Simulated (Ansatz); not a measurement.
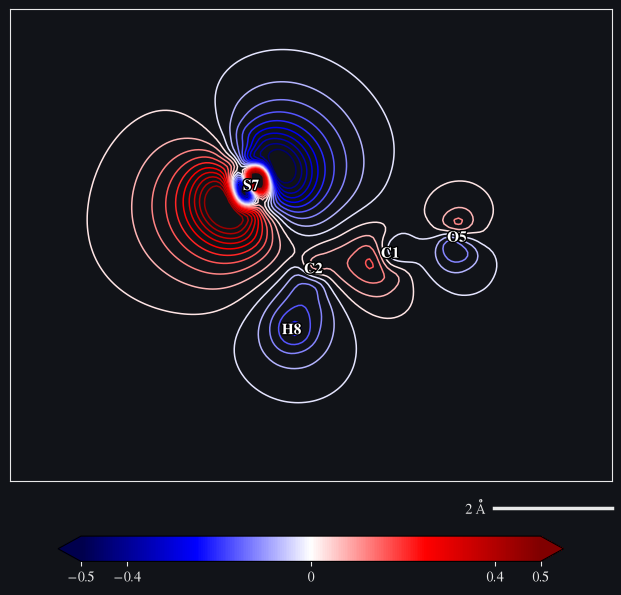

Figure. C4H4O2S. The HOMO−1 on the plane of atoms C1, C2 and S7 (values in Å⁻³ᐟ²; the overall sign is arbitrary).

Geometry: PBE-D3(BJ)/def2-SVP.

These are results of isolated molecule in a Gaussian basis; Kohn-Sham density functional theory, functional PBE0 (Ansatz 0.2.0), not measurements.

The calculation's input:

```
crystal:
  periodic: [false, false, false]
  atoms:
    - {symbol: C, position_ang: [-1.773462, 0.121756, -1.573824]}
    - {symbol: C, position_ang: [-1.652265, 0.511819, -0.302904]}
    - {symbol: C, position_ang: [0.161245, -1.090909, 1.153686]}
    - {symbol: C, position_ang: [-0.793975, -1.067425, 2.321385]}
    - {symbol: O, position_ang: [-1.836822, -0.206897, -2.696684]}
    - {symbol: O, position_ang: [-1.879336, -1.614460, 2.320943]}
    - {symbol: S, position_ang: [0.002128, 0.560344, 0.314638]}
    - {symbol: H, position_ang: [-2.537505, 0.776581, 0.296469]}
    - {symbol: H, position_ang: [1.221165, -1.132822, 1.480437]}
    - {symbol: H, position_ang: [-0.072555, -1.908090, 0.444507]}
    - {symbol: H, position_ang: [-0.452805, -0.417513, 3.184166]}
basis:
  gaussian:
    orbitals: def2-SVPD
hamiltonian:
  xc: pbe0
output: {forces: true, orbitals: {seedname: orbitals}}
```

Command:

```sh
ansatz run input.yaml --threads 2 --pin off --max-ram 5220MiB --events-out events.jsonl --progress --plain --runs-dir runs
```

What is the character of this orbital?

Answer. Its weight (Hirshfeld) is mainly on S7 (about 55 %), O6 (about 10 %), C2 (about 10 %) and C3 (about 5 %). Its energy is −7.46 eV.
